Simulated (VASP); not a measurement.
Band structure of BP (space group P6_3mc). These are r2SCAN meta-GGA, VASP's PBE PAW potentials (set 64) (plane waves; VASP 6.6.1) values and carry that method's errors.

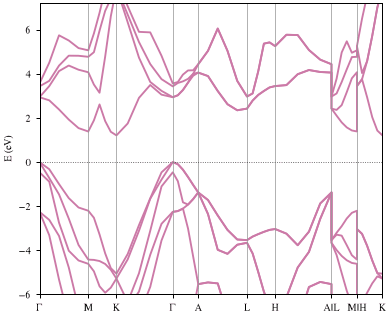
Bands along high-symmetry lines, zero at the valence-band maximum or, without a gap, the Fermi level

Question: Read the plot: is there a gap, and where are the band edges?

Answer: The gap is indirect, 1.21 eV, from the valence maximum at Γ to the conduction minimum at K.

The structure comes from a computed database's BP entry (P6_3mc); how it stands against other phases isn't given here. It was relaxed first.
